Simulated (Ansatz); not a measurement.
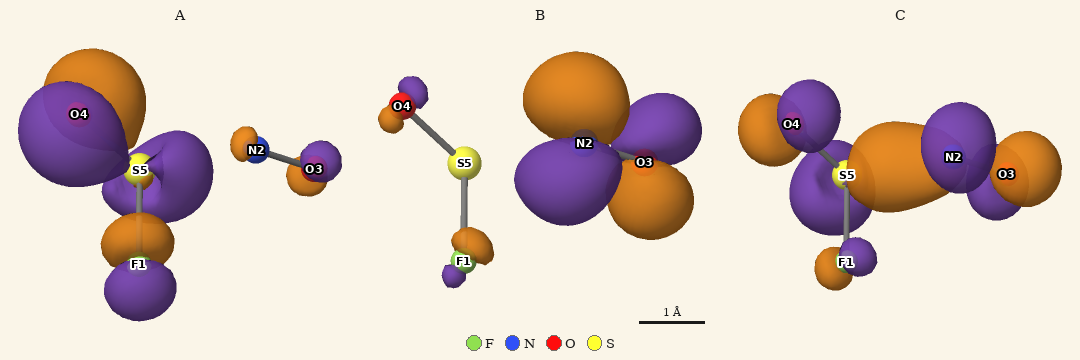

Figure. FNO$_{2}$S. Three frontier orbitals at ±0.15 Å⁻³ᐟ² (orange and purple are the two phases), in no order.

Geometry: B3LYP-D3(BJ)/6-311G**.

Theory: isolated molecule in a Gaussian basis; Kohn-Sham density functional theory, functional PBE0 in Ansatz 0.2.0.

```yaml
atoms:
  - { symbol: F, position_ang: [-1.4395, -1.8273, -2.3709] }
  - { symbol: N, position_ang: [0.0717, 0.2354, -1.8300] }
  - { symbol: O, position_ang: [-0.5203, 1.2012, -2.0321] }
  - { symbol: O, position_ang: [-0.0905, -2.1430, -0.2113] }
  - { symbol: S, position_ang: [-1.0932, -1.2688, -0.8238] }
```

Q: Order the three orbitals by energy and name them.

A: A is the HOMO−1 (−10.14 eV). It lies mainly on O4 (about 55 %), S5 (about 25 %) and F1 (about 15 %). C is the HOMO (−7.01 eV). By Hirshfeld shares it lies mainly on S5 (about 30 %), N2 (about 25 %), O3 (about 25 %) and O4 (about 20 %). B is the LUMO (−3.74 eV). By Hirshfeld shares it lies mainly on N2 (about 55 %) and O3 (about 40 %); π-antibonding (π*) across N2–O3.

Q: What is the HOMO–LUMO gap?

A: 3.27 eV between the orbital energies.
